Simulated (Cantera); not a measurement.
Feed: 1 mol BCl3, 0.88 mol O2, 7.4 mol H2, held at 29000 Pa.

Method: chemical equilibrium by Gibbs-energy minimisation in Cantera with the NASA 1993 tables (ideal gas, pure condensed phases). Candidate condensed phases: B, B2O3, B3O3H3, H2O; 33 gas species. The tables' values for BOCl, BCl are old estimates; treat these amounts as uncertain. Gases not in the tables: H3BO3. The numbers say what is thermodynamically allowed, not how fast it happens.

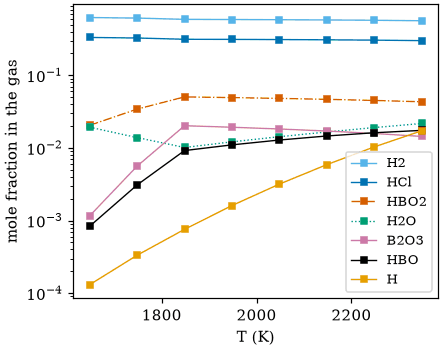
Figure: Equilibrium gas composition (values under 1e-9 drawn at 1e-9)

Problem. Read off the mole fractions at 1848 K.

Solution. H2 about 0.59, HCl about 0.31, HBO2 about 0.050, B2O3 about 0.020, H2O about 0.010, HBO about 0.0092, H about 0.00076.
